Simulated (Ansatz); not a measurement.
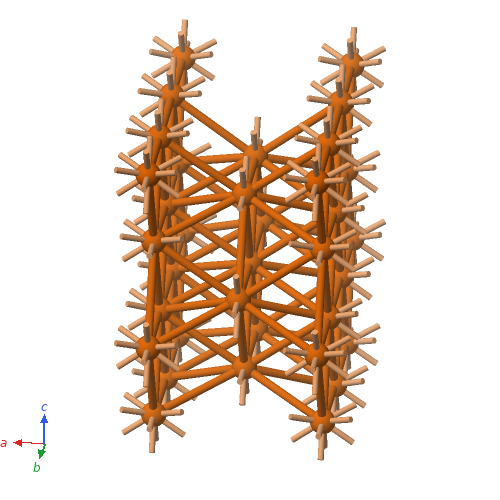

The picture shows a finite piece of the underlying net of a crystal structure, nodes on the atoms' positions. Nodes are coloured by topological kind. Short stubs are edges that leave the cut-out.

Q: Describe the net.

A: A uninodal 12-connected, three-periodic net. It is the hcp net, known from hexagonal close packing.

Q: Give point symbol and coordination sequence.

A: 3²⁴·4³³·5⁹, sequence 12, 44, 96, 170, 264.

Origin of the net. CuW3 (space group Pmmn, No. 59): the end point of a relaxation with Ansatz 0.2.0, DFT PBE, scalar-relativistic, plane waves, PAW; the starting structure was generated, so it need not be a known form of this composition. Bonds are taken as Cu–W below 3.2 Å and W–W below 3.3 Å. Simplification: prune 0- and 1-connected atoms, fold 2-connected ones into links. Cu and W are 12-connected nodes.
